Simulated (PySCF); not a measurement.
# C4H8BClSi2: what the fields show

The calculation's input:

```
{"job": {"kind": "nmr", "xc": "PBE0", "basis": "pcSseg-1"}, "charge": 0, "multiplicity": 1}
B      3.251600     0.768926    -0.399429
C      2.028406     0.145145     0.159428
C      1.020903    -0.338857     0.641644
C     -0.154226    -0.915213     1.159256
Si    -1.246771    -1.951225    -0.021463
C     -1.519576    -0.276196     0.793880
Si    -1.509947     1.375505    -0.121101
Cl    -0.688371     2.786735     1.058858
H      3.164807     1.492053    -1.318646
H      4.296900     0.532582     0.075652
H     -0.059488    -1.255720     2.186438
H     -0.858793    -2.008510    -1.416426
H     -1.889716    -3.113064     0.568164
H     -2.206799    -0.282971     1.636497
H     -0.737932     1.299188    -1.355514
H     -2.898596     1.750566    -0.391165
```

Run with:

```sh
OMP_NUM_THREADS=1 python probes_run.py task.json out
```

Geometry: GFN2-xTB.

Method: PySCF 2.14.0, PBE0/pcSseg-1, SCF density, gas phase, non-relativistic.

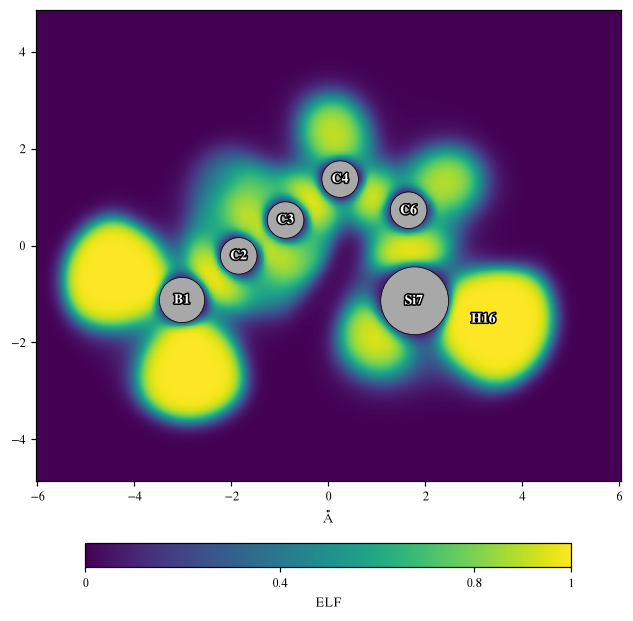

Figure 1. ELF on the plane of atoms C3, C4 and C6. Grey discs cover the atomic cores.

> What do the fields say about this system?

The plane passes through B, C, Si and H nuclei. C–C (1.22 Å): the ELF peaks at about 0.85 between the atoms: a short, multiple covalent bond. C–B (1.48 Å): the ELF peaks at about 0.95 between the atoms; a covalent bond. C–Si (1.89 Å): the ELF peaks at about 0.95 between the atoms; localised, covalent bonding. C–C (1.41 Å): the ELF peaks at about 0.95 between the atoms; a covalent bond.

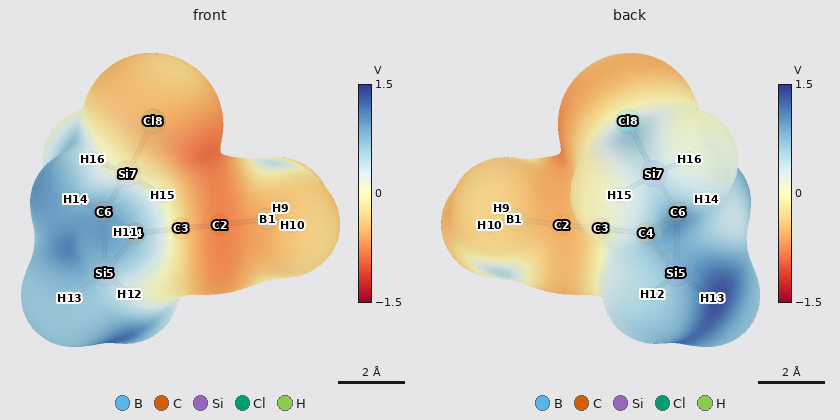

Figure 2. The electrostatic potential painted on the density surface at 0.001 e/bohr³, seen from the front and from behind; the colour scale runs from red (negative) to blue (positive).

> Describe the electrostatic potential map.

The most negative region (about −0.9 V) lies over C2, C3 and Cl8, the most positive (about +1.4 V) over Si5.

> What dipole moment does the calculation give?

Its dipole moment is 4.37 D.
